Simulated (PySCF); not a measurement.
# C3H8ClFSi: excited-state calculation

- system: C3H8ClFSi
- method: TDDFT CAM-B3LYP/def2-SVPD, vertical, gas phase, core orbitals frozen in the response (PySCF 2.14.0)

The geometry comes from this level: PBE0-D3(BJ)/def2-SVP.

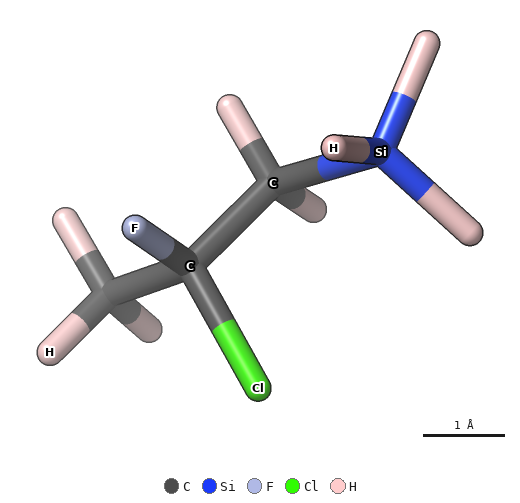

*The structure as given in the input (stick view, seen at a tilt).*

Bond lengths as drawn: C–C 1.51 Å, C–Cl 1.81 Å, C–F 1.36 Å, C–H 1.10 Å, C–Si 1.90 Å and H–Si 1.49 to 1.50 Å.

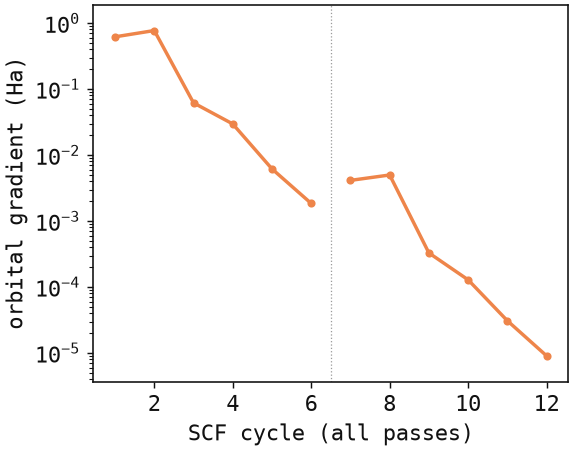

*Convergence of the self-consistent field: orbital gradient against the SCF cycle. The dotted line marks the change from a coarse to the final integration grid.*

The first 6 cycles use a coarse grid, the final grid takes over at cycle 7, and the field converges after 12 cycles in all.

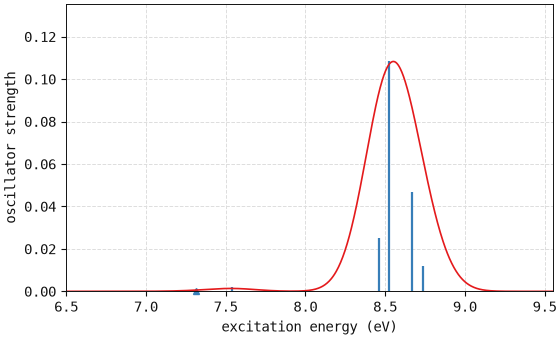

*Computed excitations as sticks (degenerate states added up, dark ones marked on the axis), with a Gaussian envelope of 0.35 eV full width at half maximum, scaled to the tallest.*

Of the 6 states the lowest lies at 7.31 eV (f = 0.000); the strongest line is at 8.52 eV, or 145 nm (f = 0.108).

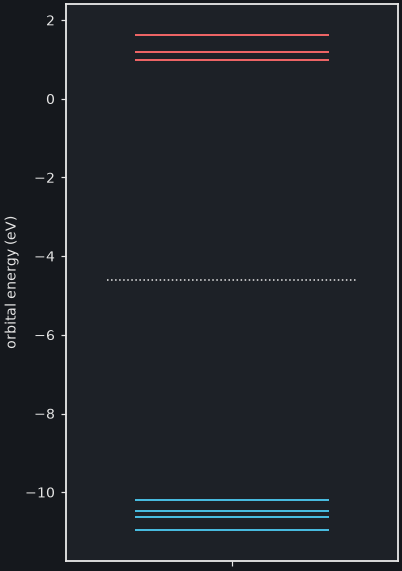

*Orbital energies near the frontier; the dotted line parts filled from empty levels, and levels within 0.02 eV of each other stand side by side.*

Highest filled −10.21 eV, lowest empty 0.99 eV, 11.20 eV apart.

These pictures come from the run below.

### Input
```
{"job": {"kind": "uv", "xc": "CAM-B3LYP", "basis": "def2-SVPD", "nstates": 6, "ntriplets": 2, "ip": true}, "charge": 0, "multiplicity": 1}
C     -0.863999    -0.702187    -0.212888
C     -2.206991    -0.136848     0.182591
C      0.285483     0.282502    -0.173654
Si     1.966041    -0.385674    -0.764295
F     -0.576292    -1.744875     0.616198
Cl    -0.997393    -1.386350    -1.888510
H     -2.966250    -0.929806     0.155632
H     -2.504515     0.670039    -0.499194
H     -2.140636     0.260847     1.206440
H      0.388054     0.624916     0.870242
H      0.029806     1.166759    -0.777821
H      3.021841     0.494220    -0.173662
H      2.186610    -1.783932    -0.298947
H      2.076505    -0.319006    -2.249562
```

The first line tells a small driver script what to run in PySCF; the rest is the geometry in Å.

Run as:
```bash
OMP_NUM_THREADS=1 python <driver script> task.json out
```

### What the program printed
```
coarse grid: 12552 points
cycle   1  E = -968.0128349809  dE =  4.518e-01  |g| = 6.192e-01  |ddm| = 4.603e+00
cycle   2  E = -967.9905884515  dE =  2.225e-02  |g| = 7.712e-01  |ddm| = 1.880e+00
cycle   3  E = -968.0979556907  dE = -1.074e-01  |g| = 6.180e-02  |ddm| = 9.813e-01
cycle   4  E = -968.0986682797  dE = -7.126e-04  |g| = 2.963e-02  |ddm| = 1.523e-01
cycle   5  E = -968.0988597649  dE = -1.915e-04  |g| = 6.177e-03  |ddm| = 5.212e-02
cycle   6  E = -968.0988685420  dE = -8.777e-06  |g| = 1.850e-03  |ddm| = 1.355e-02
final grid: 111880 points
cycle   7  E = -968.2185210199  dE = -2.222e-05  |g| = 4.133e-03  |ddm| = 6.038e-02
cycle   8  E = -968.2185200481  dE =  9.718e-07  |g| = 4.990e-03  |ddm| = 8.963e-03
cycle   9  E = -968.2185239184  dE = -3.870e-06  |g| = 3.289e-04  |ddm| = 3.786e-03
cycle  10  E = -968.2185239396  dE = -2.122e-08  |g| = 1.287e-04  |ddm| = 7.866e-04
cycle  11  E = -968.2185239436  dE = -4.002e-09  |g| = 3.087e-05  |ddm| = 2.894e-04
cycle  12  E = -968.2185239439  dE = -2.610e-10  |g| = 9.068e-06  |ddm| = 8.761e-05
converged SCF energy = -968.2185239439

Static polarisability (au): isotropic 79.524, principal 69.333 81.306 87.935

Singlet excitations
state   eV       nm        f      main configurations
  1   7.3117    169.6   0.00029   H->L+1 0.54, H->L 0.23, H->L+2 0.08
  2   7.5427    164.4   0.00201   H-1->L+1 0.52, H-1->L 0.22
  3   8.4638    146.5   0.02535   H->L 0.55, H->L+1 0.18, H-2->L+1 0.09
  4   8.5220    145.5   0.10830   H-2->L+1 0.53, H-2->L 0.18
  5   8.6666    143.1   0.04687   H-2->L 0.50, H-1->L 0.16, H-2->L+1 0.15
  6   8.7389    141.9   0.01201   H-1->L 0.42, H-2->L 0.16, H-1->L+1 0.15

Triplet excitations (Tamm-Dancoff, eV): 6.6152 6.8155
Vertical ionisation energy (delta-SCF) = 11.1341 eV
```

### Key numbers

| quantity | value |
| --- | --- |
| outcome | converged |
| total energy | −968.218524 hartree |
| HOMO | −10.21 eV |
| LUMO | 0.99 eV |
| dipole moment | 2.54 D |
| mean polarisability | 79.52 a.u. |
| vertical ionisation energy | 11.13 eV |
| lowest singlet excitation | 7.31 eV |
| hardware | 1 CPU thread, shared host |
| wall time | 5.2 min |
| peak memory | 1 GiB |
